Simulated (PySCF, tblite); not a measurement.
# C8H10Si: infrared bands, NMR shifts and electronic excitations in gas and solvents

Aim: compute the infrared bands, NMR shifts and electronic excitations of C8H10Si (`C#C[C@H](C)C1=C[SiH2]C=C1`), and see what a dielectric continuum does where one was used.

Computed with tblite 0.8.0 and PySCF 2.14.0, with density-fitted response routines of our own, on a single molecule, in the gas phase or a continuum. Atoms count from 0, in the outputs and in this text.

### Step 1. The starting structure

19 atoms, charge 0, multiplicity 1; geometry from: force field or distance geometry start.

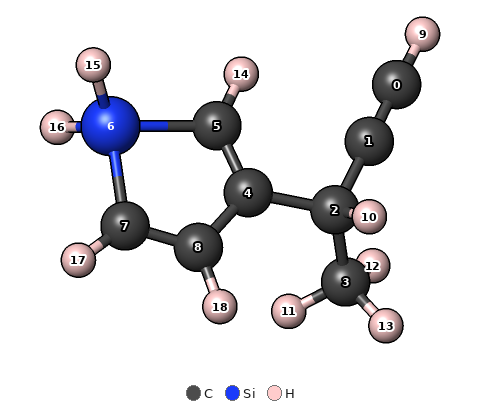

The starting geometry (carbon dark grey, silicon blue, hydrogen pink), atoms numbered; sticks join atoms by distance.

### Step 2. Geometry optimisation with GFN2-xTB

What the job is given:

```
{"job": {"kind": "relax", "xc": "GFN2-xTB", "basis": "xTB"}, "charge": 0, "multiplicity": 1}
C     -2.349700     0.809500     2.018900
C     -1.875300     0.561800     0.928600
C     -1.286900     0.237000    -0.366200
C     -1.847900    -1.065900    -0.845000
C      0.222300     0.203000    -0.225200
C      0.777400     0.435300     0.921900
Si     2.630900     0.310900     0.704700
C      2.367000    -0.069700    -1.070800
C      1.084000    -0.074500    -1.312400
H     -2.790500     1.052900     2.969600
H     -1.605600     1.046700    -1.049000
H     -1.065500    -1.823800    -1.039200
H     -2.516700    -1.527700    -0.063600
H     -2.458300    -0.923300    -1.769700
H      0.359900     0.677200     1.897200
H      3.301000     1.558900     0.975400
H      3.165500    -0.848600     1.434600
H      3.172100    -0.269800    -1.774400
H      0.706400    -0.280600    -2.342900
```

On the command line:

```sh
$ OMP_NUM_THREADS=1 python probes_run.py task.json out
```

This one command runs all jobs of the session in turn.

Standard output:

```text
step      E/eV     max force
  0    -647.65601    3.710
  1    -647.86388    3.944
  2    -647.91256    4.398
  3    -648.00453    1.523
  4    -648.03947    0.390
  5    -648.05264    0.285
  6    -648.08314    0.341
  7    -648.09121    0.217
  8    -648.09724    0.199
  9    -648.10140    0.193
 10    -648.10663    0.234
 11    -648.11214    0.207
 12    -648.11650    0.162
 13    -648.11991    0.165
 14    -648.12330    0.141
 15    -648.12630    0.127
 16    -648.12830    0.100
 17    -648.12960    0.085
 18    -648.13082    0.094
 19    -648.13238    0.107
 20    -648.13416    0.126
 21    -648.13580    0.122
 22    -648.13716    0.083
 23    -648.13842    0.092
 24    -648.13978    0.100
 25    -648.14130    0.095
 26    -648.14291    0.094
 27    -648.14442    0.093
 28    -648.14572    0.098
 29    -648.14683    0.098
 30    -648.14792    0.087
 31    -648.14908    0.089
 32    -648.15009    0.071
 33    -648.15074    0.050
 34    -648.15115    0.042
 35    -648.15155    0.048
 36    -648.15201    0.057
 37    -648.15247    0.052
 38    -648.15288    0.053
 39    -648.15327    0.056
 40    -648.15374    0.057
 41    -648.15431    0.058
 42    -648.15491    0.060
 43    -648.15540    0.049
 44    -648.15584    0.061
 45    -648.15640    0.091
 46    -648.15727    0.109
 47    -648.15846    0.099
 48    -648.15991    0.118
 49    -648.16169    0.131
 50    -648.16398    0.152
 51    -648.16725    0.208
 52    -648.17216    0.214
 53    -648.17651    0.462
 54    -648.15741    0.916
 55    -648.18425    0.369
 56    -648.18742    0.373
 57    -648.19252    0.300
 58    -648.19381    0.458
 59    -648.20051    0.142
 60    -648.20323    0.118
 61    -648.20958    0.225
 62    -648.21219    0.143
 63    -648.21427    0.141
 64    -648.21992    0.134
 65    -648.22282    0.124
 66    -648.22591    0.101
 67    -648.22824    0.117
 68    -648.23046    0.116
 69    -648.23278    0.202
 70    -648.23647    0.171
 71    -648.24218    0.127
 72    -648.24536    0.103
 73    -648.24658    0.093
 74    -648.24769    0.137
 75    -648.24891    0.081
 76    -648.25071    0.056
 77    -648.25135    0.058
 78    -648.25201    0.060
 79    -648.25251    0.053
 80    -648.25300    0.050
 81    -648.25337    0.048
 82    -648.25364    0.038
 83    -648.25386    0.042
 84    -648.25406    0.041
 85    -648.25427    0.052
 86    -648.25445    0.064
 87    -648.25457    0.037
 88    -648.25463    0.020
 89    -648.25468    0.023
 90    -648.25474    0.032
 91    -648.25480    0.034
 92    -648.25485    0.020
 93    -648.25487    0.012
 94    -648.25490    0.014
 95    -648.25493    0.022
 96    -648.25496    0.022
 97    -648.25500    0.012
 98    -648.25503    0.010
 99    -648.25505    0.013
100    -648.25507    0.017
101    -648.25509    0.015
102    -648.25511    0.009
```

It took 1.4 s on 1 thread of Arm Neoverse N1, shared host; peak memory 0.18 GiB.

Relaxation path: (not every step is listed)

| step | energy from step 0 (eV) | largest force (eV/Å) |
| --- | --- | --- |
| 0 | 0.0000 | 3.7102 |
| 1 | -0.2079 | 3.9444 |
| 2 | -0.2565 | 4.3980 |
| 3 | -0.3485 | 1.5227 |
| 4 | -0.3835 | 0.3904 |
| 5 | -0.3966 | 0.2846 |
| 6 | -0.4271 | 0.3406 |
| 7 | -0.4352 | 0.2170 |
| 8 | -0.4412 | 0.1989 |
| 16 | -0.4723 | 0.0997 |
| 24 | -0.4838 | 0.0999 |
| 32 | -0.4941 | 0.0714 |
| 40 | -0.4977 | 0.0573 |
| 48 | -0.5039 | 0.1182 |
| 56 | -0.5314 | 0.3730 |
| 64 | -0.5639 | 0.1338 |
| 72 | -0.5893 | 0.1030 |
| 80 | -0.5970 | 0.0499 |
| 88 | -0.5986 | 0.0205 |
| 96 | -0.5989 | 0.0223 |
| 97 | -0.5990 | 0.0124 |
| 98 | -0.5990 | 0.0099 |
| 99 | -0.5990 | 0.0130 |
| 100 | -0.5991 | 0.0167 |
| 101 | -0.5991 | 0.0150 |
| 102 | -0.5991 | 0.0088 |

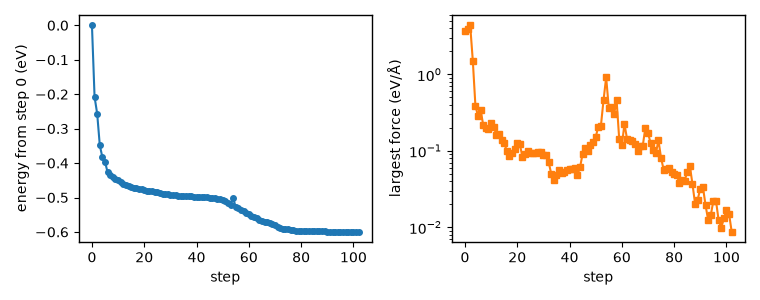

Energy and force, step by step.

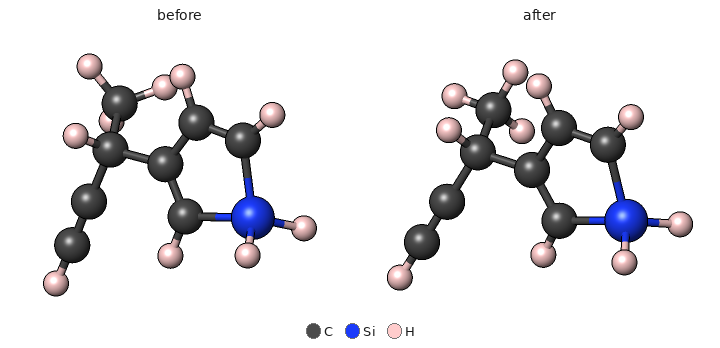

The geometry before (left) and after (right).

Close pairs (by a distance rule), those that changed most:

| bond | before (Å) | after (Å) | change (Å) |
| --- | --- | --- | --- |
| Si6–C7 | 1.835 | 1.888 | +0.053 |
| C4–C8 | 1.415 | 1.464 | +0.049 |
| C4–C5 | 1.295 | 1.341 | +0.046 |
| C2–C3 | 1.497 | 1.538 | +0.040 |
| C3–H12 | 1.127 | 1.088 | -0.039 |
| C8–H18 | 1.117 | 1.083 | -0.034 |
| C7–C8 | 1.306 | 1.336 | +0.031 |
| C3–H13 | 1.117 | 1.088 | -0.029 |

The final coordinates are the input of the step that follows.

### Step 3. Vibrational analysis with GFN2-xTB

What the job is given:

```
{"job": {"kind": "ir", "xc": "GFN2-xTB", "basis": "xTB"}, "charge": 0, "multiplicity": 1}
C     -2.596673     1.104336     1.765014
C     -1.999475     0.717990     0.802695
C     -1.289034     0.222350    -0.362541
C     -1.773837    -1.196614    -0.702626
C      0.204705     0.209880    -0.152577
C      0.838182     0.267767     1.027960
Si     2.697991     0.162440     0.763587
C      2.385872     0.041158    -1.094001
C      1.070728     0.087000    -1.326322
H     -3.117026     1.453114     2.606506
H     -1.518039     0.883737    -1.210032
H     -1.266095    -1.565491    -1.591406
H     -1.559084    -1.869742     0.125019
H     -2.847087    -1.196834    -0.883055
H      0.299183     0.362561     1.955720
H      3.422810     1.374607     1.146083
H      3.304705    -1.046054     1.324737
H      3.106962    -0.045945    -1.889926
H      0.625407     0.042992    -2.312295
```

Standard output:

```text
mode    cm-1     km/mol
  1      43.7      0.18
  2      98.7      0.32
  3     125.5      0.40
  4     181.7      0.15
  5     199.7      0.13
  6     222.8      0.21
  7     282.8      0.25
  8     305.9      0.81
  9     389.2      2.50
 10     455.6      1.43
 11     479.1     61.47
 12     486.6     27.71
 13     511.4      4.31
 14     570.6     17.00
 15     601.4     37.22
 16     615.8     77.76
 17     665.1     24.39
 18     675.9     12.45
 19     745.8    129.31
 20     775.1     34.51
 21     783.7    116.18
 22     793.0     34.29
 23     827.4     74.99
 24     869.6     13.56
 25     916.9      1.71
 26     927.1     21.33
 27    1022.0      2.97
 28    1063.4      5.12
 29    1095.1      1.06
 30    1120.4      1.32
 31    1135.5      7.85
 32    1198.5     10.77
 33    1254.8      1.09
 34    1292.2      0.37
 35    1339.8      3.48
 36    1402.1      0.82
 37    1490.3      2.54
 38    1497.7      2.30
 39    1567.7     29.84
 40    1627.6     14.71
 41    2244.7    402.02
 42    2252.7    276.98
 43    2291.6     13.14
 44    2882.0     34.58
 45    3028.2     47.59
 46    3030.4     22.39
 47    3037.2     20.65
 48    3039.0     62.29
 49    3093.0     51.19
 50    3103.1     29.35
 51    3394.8      1.34
```

Run time: 1.3 s. Hardware: 1 thread of Arm Neoverse N1, shared host; peak memory 0.18 GiB.

The strongest bands and the atoms that carry them (share of the mass-weighted mode):

| cm⁻¹ | km/mol | atoms |
| --- | --- | --- |
| 479 | 61.5 | H15 26 %, H16 19 %, Si6 17 % |
| 616 | 77.8 | H16 38 %, H15 27 % |
| 746 | 129.3 | H15 36 %, H16 35 %, C7 16 % |
| 784 | 116.2 | C7 31 %, Si6 19 %, H17 11 %, H16 10 % |
| 827 | 75.0 | C5 45 %, H14 24 %, Si6 19 % |
| 2245 | 402.0 | H16 92 % |
| 2253 | 277.0 | H15 92 % |
| 3039 | 62.3 | H18 88 % |

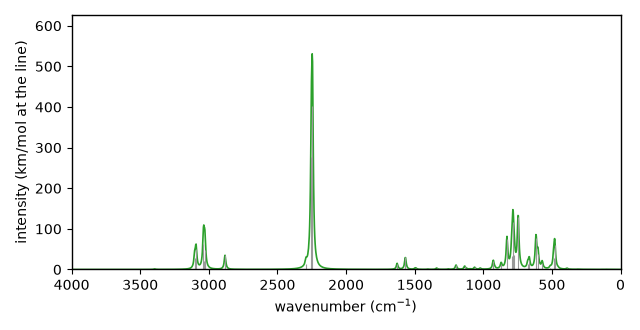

The infrared spectrum from these modes, unscaled. Lines are broadened to a width of 14 cm⁻¹ (Lorentzian).

### Step 4. Geometry optimisation at PBE0-D3(BJ)/def2-SVP

What the job is given:

```
{"job": {"xc": "PBE0", "basis": "def2-SVP", "d3": "d3bj", "grid": 1, "shake": 0.01, "kind": "geom"}, "charge": 0, "multiplicity": 1}
C     -2.576260     1.078780     1.769190
C     -2.005150     0.713460     0.800540
C     -1.309230     0.220030    -0.371190
C     -1.740610    -1.194360    -0.706150
C      0.201890     0.203200    -0.163130
C      0.834270     0.272590     1.025570
Si     2.707570     0.160440     0.763830
C      2.401330     0.046610    -1.099050
C      1.068900     0.092410    -1.306970
H     -3.119720     1.450680     2.616530
H     -1.526900     0.880820    -1.201210
H     -1.260290    -1.564580    -1.584700
H     -1.587370    -1.859530     0.115420
H     -2.863770    -1.194070    -0.876050
H      0.294740     0.351800     1.955980
H      3.422280     1.388660     1.153560
H      3.306640    -1.034940     1.322680
H      3.097700    -0.040100    -1.884100
H      0.623260     0.035160    -2.310000
```

Standard output:

```text
step   0  E = -599.44493836  max force = 0.051417
step   1  E = -599.45519574  max force = 0.006684
step   2  E = -599.45570776  max force = 0.001926
step   3  E = -599.45578250  max force = 0.002287
step   4  E = -599.45587928  max force = 0.001698
step   5  E = -599.45591716  max force = 0.001018
step   6  E = -599.45593949  max force = 0.000554
step   7  E = -599.45594501  max force = 0.000304
optimisation converged
```

Wall time 3.7 min (1 thread of Arm Neoverse N1, shared host); peak memory 0.85 GiB.

Relaxation path:

| step | energy from step 0 (eV) | largest force component (eV/Å) |
| --- | --- | --- |
| 0 | 0.0000 | 2.6440 |
| 1 | -0.2791 | 0.3437 |
| 2 | -0.2931 | 0.0990 |
| 3 | -0.2951 | 0.1176 |
| 4 | -0.2977 | 0.0873 |
| 5 | -0.2987 | 0.0523 |
| 6 | -0.2994 | 0.0285 |
| 7 | -0.2995 | 0.0156 |

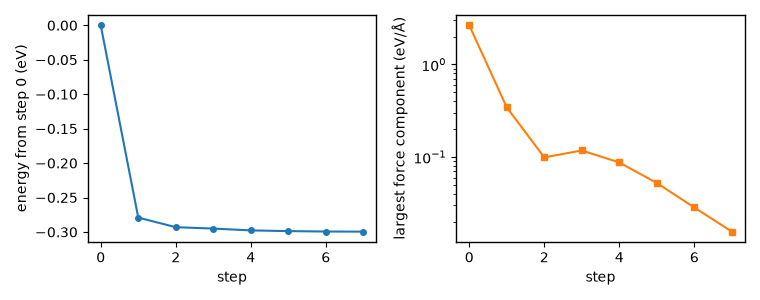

Energy and largest force along the relaxation.

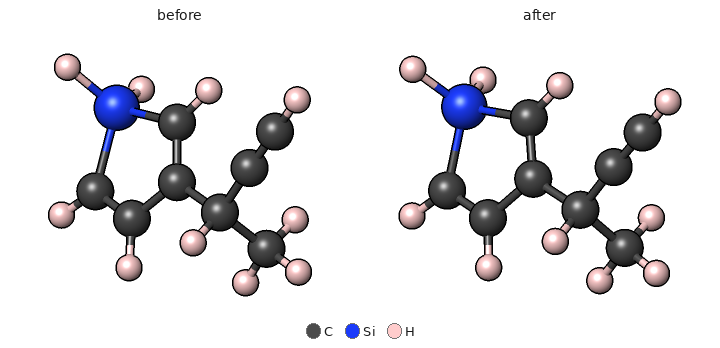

The geometry before (left) and after (right).

Close pairs (by a distance rule), those that changed most:

| bond | before (Å) | after (Å) | change (Å) |
| --- | --- | --- | --- |
| C4–C8 | 1.440 | 1.488 | +0.049 |
| Si6–H16 | 1.449 | 1.496 | +0.047 |
| C7–H17 | 1.053 | 1.092 | +0.039 |
| C3–H13 | 1.136 | 1.099 | -0.037 |
| C3–H11 | 1.068 | 1.100 | +0.032 |
| C3–H12 | 1.068 | 1.099 | +0.031 |
| C0–C1 | 1.182 | 1.211 | +0.029 |
| C5–Si6 | 1.895 | 1.868 | -0.026 |

The next job starts from the end point, and lists it.

| at the end point | value |
| --- | --- |
| point group (found at 0.08 Å tolerance) | C1 |
| rotational constants (GHz, main isotopes) | 2.681, 0.890, 0.718 |
| dipole moment (D) | 1.00 |

### Step 5. NMR shieldings: PBE0/pcSseg-1

What the job is given:

```
{"job": {"kind": "nmr", "xc": "PBE0", "basis": "pcSseg-1"}, "charge": 0, "multiplicity": 1}
C     -2.638785     0.835367     1.645194
C     -1.984403     0.504918     0.681460
C     -1.221570     0.073047    -0.486490
C     -1.594203    -1.366859    -0.878658
C      0.275217     0.208949    -0.298766
C      0.916473     0.417497     0.872019
Si     2.748704     0.437128     0.506504
C      2.472858     0.155540    -1.326377
C      1.139222     0.072492    -1.503037
H     -3.217676     1.138601     2.497597
H     -1.502518     0.736029    -1.327410
H     -1.034052    -1.687209    -1.769382
H     -1.354405    -2.054756    -0.055166
H     -2.668744    -1.443444    -1.096783
H      0.368619     0.537692     1.808595
H      3.427948     1.733198     0.816147
H      3.514598    -0.659278     1.177096
H      3.178342     0.076672    -2.156038
H      0.671407    -0.077477    -2.483979
```

With the program's defaults for keys left out, this is: GIAO PBE0/pcSseg-1 NMR shielding, non-relativistic, gas phase.

Standard output:

```text
coarse grid: 16512 points
cycle   1  E = -599.5810673680  dE =  1.107e+00  |g| = 4.891e-01  |ddm| = 4.202e+00
cycle   2  E = -599.5714951177  dE =  9.572e-03  |g| = 5.289e-01  |ddm| = 1.124e+00
cycle   3  E = -599.6417377503  dE = -7.024e-02  |g| = 1.102e-01  |ddm| = 5.777e-01
cycle   4  E = -599.6442660119  dE = -2.528e-03  |g| = 4.924e-02  |ddm| = 1.473e-01
cycle   5  E = -599.6448574050  dE = -5.914e-04  |g| = 1.666e-02  |ddm| = 6.224e-02
cycle   6  E = -599.6449182390  dE = -6.083e-05  |g| = 6.509e-03  |ddm| = 1.735e-02
cycle   7  E = -599.6449282863  dE = -1.005e-05  |g| = 1.543e-03  |ddm| = 5.777e-03
cycle   8  E = -599.6449288901  dE = -6.037e-07  |g| = 1.723e-04  |ddm| = 1.703e-03
final grid: 155312 points
cycle   9  E = -599.7018999299  dE = -4.278e-05  |g| = 7.240e-03  |ddm| = 6.134e-02
cycle  10  E = -599.7018952783  dE =  4.652e-06  |g| = 8.288e-03  |ddm| = 1.679e-02
cycle  11  E = -599.7019134610  dE = -1.818e-05  |g| = 2.091e-03  |ddm| = 9.920e-03
cycle  12  E = -599.7019145519  dE = -1.091e-06  |g| = 4.169e-04  |ddm| = 2.061e-03
cycle  13  E = -599.7019145886  dE = -3.672e-08  |g| = 1.543e-04  |ddm| = 4.420e-04
cycle  14  E = -599.7019145938  dE = -5.177e-09  |g| = 5.988e-05  |ddm| = 1.850e-04
cycle  15  E = -599.7019145946  dE = -8.463e-10  |g| = 1.545e-05  |ddm| = 6.238e-05
converged SCF energy = -599.7019145946

GIAO shielding tensors (ppm)
atom      isotropic    diamagn.    paramagn.     s11        s22        s33       span
  0 C      105.800     259.648    -153.849     33.187     41.169    243.043    209.857
  1 C       95.648     260.559    -164.911     -8.167     -1.162    296.272    304.440
  2 C      150.058     243.037     -92.980    139.267    146.041    164.866     25.599
  3 C      161.314     245.703     -84.389    149.545    151.997    182.400     32.855
  4 C       13.285     262.846    -249.561   -111.368     25.067    126.157    237.526
  5 C       58.631     254.269    -195.638    -44.635     48.985    171.544    216.179
  6 Si     389.900     881.198    -491.298    311.240    401.289    457.171    145.931
  7 C       48.157     262.056    -213.900    -65.927     41.462    168.935    234.862
  8 C       25.628     252.584    -226.956    -94.791     40.661    131.013    225.804
  9 H       29.056      33.660      -4.605     23.817     24.457     38.893     15.076
 10 H       28.020      29.105      -1.085     23.905     27.286     32.868      8.963
 11 H       29.923      29.755       0.167     24.866     29.120     35.782     10.915
 12 H       30.238      29.270       0.969     27.047     28.769     34.898      7.851
 13 H       29.811      27.649       2.162     25.677     27.515     36.242     10.565
 14 H       24.731      32.931      -8.199     22.183     23.120     28.892      6.709
 15 H       26.550      27.747      -1.197     23.438     24.347     31.865      8.427
 16 H       26.556      27.922      -1.366     23.613     24.330     31.725      8.112
 17 H       24.821      29.281      -4.459     23.705     24.508     26.252      2.547
 18 H       24.239      31.824      -7.585     21.582     22.614     28.520      6.938
```

It took 90 s on 1 thread of Arm Neoverse N1, shared host; peak memory 0.93 GiB.

The references, computed at this level on geometries of the same kind, shield at (ppm): ¹H TMS 31.27, ¹³C TMS 184.4, ²⁹Si TMS 352.0. Their shielding less the atom's gives the shift. The references are single molecules in the gas phase. Atoms listed in one row are averaged.

| atoms | environment | σ (ppm) | δ (ppm) | δ scaled to CDCl3 |
| --- | --- | --- | --- | --- |
| C4 | fully substituted alkene carbon | 13.3 | 171.1 | 165.7 |
| C8 | alkene CH | 25.6 | 158.8 | 153.7 |
| C7 | alkene CH | 48.2 | 136.3 | 131.8 |
| C5 | alkene CH | 58.6 | 125.8 | 121.6 |
| C1 | alkyne carbon | 95.6 | 88.8 | 85.7 |
| C0 | terminal alkyne carbon | 105.8 | 78.6 | 75.8 |
| C2 | allylic sp3 CH | 150.1 | 34.4 | 32.9 |
| C3 | methyl carbon | 161.3 | 23.1 | 21.9 |
| H18 | hydrogen on an alkene CH | 24.24 | 7.03 | 6.88 |
| H14 | hydrogen on an alkene CH | 24.73 | 6.54 | 6.41 |
| H17 | hydrogen on an alkene CH | 24.82 | 6.45 | 6.32 |
| H15 | hydrogen on a silicon bonded to 2 C, in a 5-membered ring | 26.55 | 4.72 | – |
| H16 | hydrogen on a silicon bonded to 2 C, in a 5-membered ring | 26.56 | 4.71 | – |
| H10 | hydrogen on an allylic sp3 CH | 28.02 | 3.25 | 3.29 |
| H9 | hydrogen on a terminal alkyne carbon | 29.06 | 2.21 | 2.31 |
| H11, H12, H13 | hydrogen on a methyl carbon | 29.99 | 1.28 | 1.43 |
| Si6 | silicon bonded to 2 C, 2 H, in a 5-membered ring | 389.9 | -37.9 | – |

The scaled column applies a straight-line fit of computed shieldings to shifts measured in CDCl3 (root-mean-square error 0.21 ppm for H, 2.0 ppm for C).

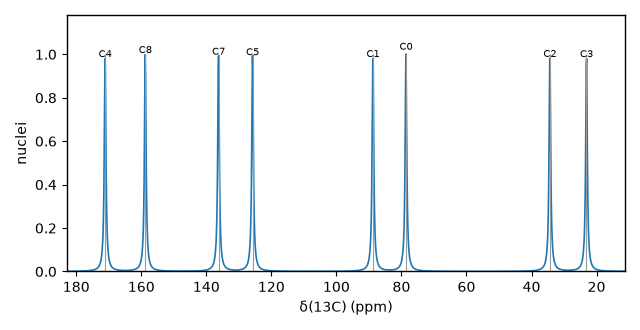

¹³C lines at the computed shifts, without couplings. Lines are broadened to a width of 0.59 ppm (Lorentzian).

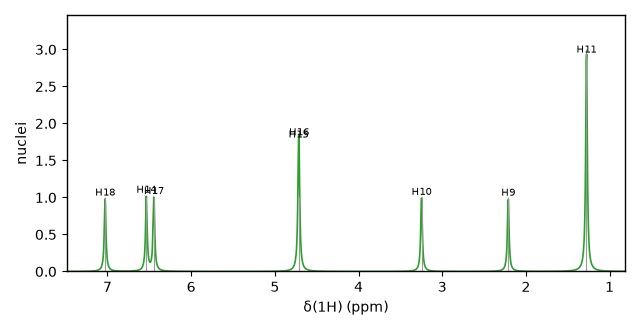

¹H lines at the computed shifts, without couplings. Lines are broadened to a width of 0.02 ppm (Lorentzian).

Charges from the same density, by scheme (e):

| atoms | Mulliken | IAO | Hirshfeld | ESP fit |
| --- | --- | --- | --- | --- |
| C0 | -0.42 | -0.25 | -0.12 | -0.34 |
| C1 | 0.30 | -0.02 | -0.03 | -0.26 |
| C2 | -0.22 | -0.12 | -0.01 | 0.57 |
| C3 | -0.20 | -0.40 | -0.11 | -0.53 |
| C4 | -0.24 | 0.02 | 0.01 | -0.06 |
| C5 | -0.31 | -0.45 | -0.15 | -0.42 |
| Si6 | 0.73 | 0.75 | 0.32 | 0.54 |
| C7 | -0.34 | -0.43 | -0.14 | -0.39 |
| C8 | -0.06 | -0.14 | -0.04 | -0.10 |

ESP fit charges:

C0 -0.34; C1 -0.26; C2 0.57; C3 -0.53; C4 -0.06; C5 -0.42; Si6 0.54; C7 -0.39; C8 -0.10; H9 0.29; H10 -0.01; H11 0.12; H12 0.16; H13 0.14; H14 0.20; H15 -0.11; H16 -0.11; H17 0.18; H18 0.12

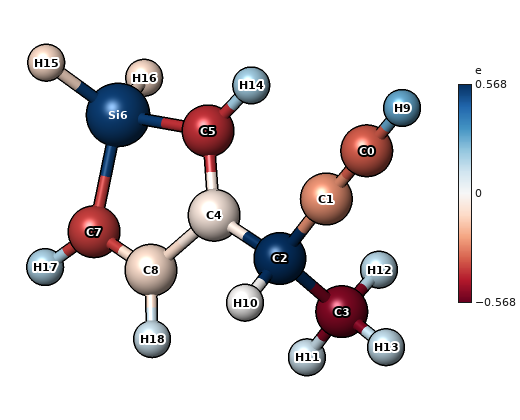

ESP fit charges, as colours on the atoms.

Mayer bond orders: C0–C1 2.52, C1–C2 1.02, C2–C3 1.02, C2–C4 0.97, C4–C5 1.85, C5–Si6 0.90, Si6–C7 0.90, C7–C8 1.85, C8–C4 1.04.

Ring of atoms C4, C5, Si6, C7, C8: NICS(0) 0.5, NICS(1) -2.1, NICS(1)zz 0.6 ppm (means of both faces).

Orbitals, density, ELF and potential are computed afterwards from the orbital file.

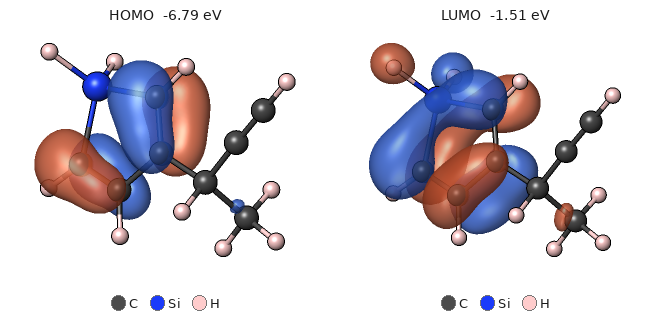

PBE0/pcSseg-1 orbitals near the gap, drawn at the value that encloses 70 % of each; the two colours are the two signs.

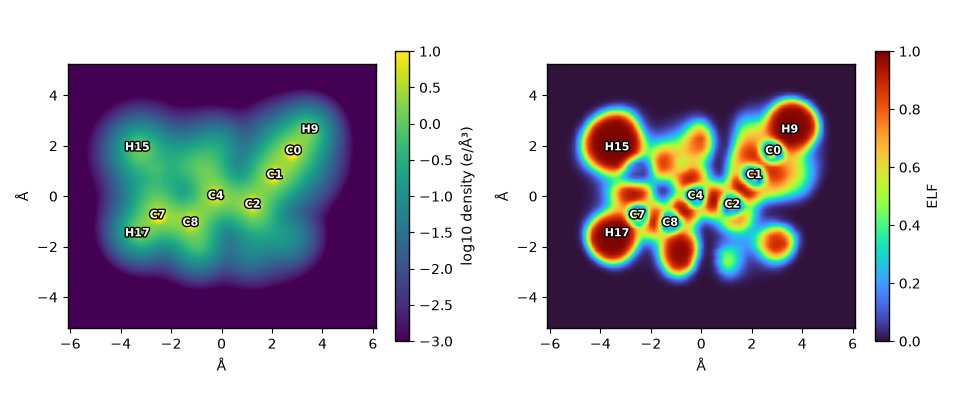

Density (left) and ELF (right) in a plane through or near 9 of the atoms.

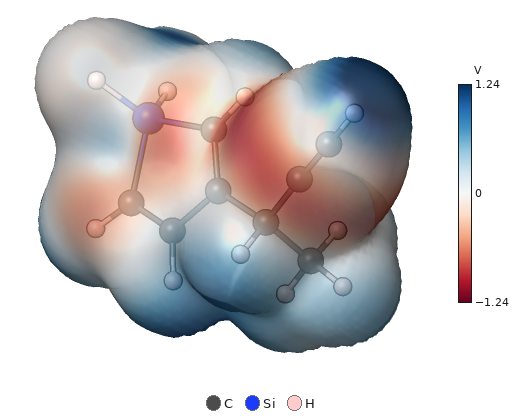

The potential that a unit positive charge feels on the 0.002 e/bohr³ surface, from -0.85 V near C0 to 1.24 V near H9.

[end of part 1 of 2]
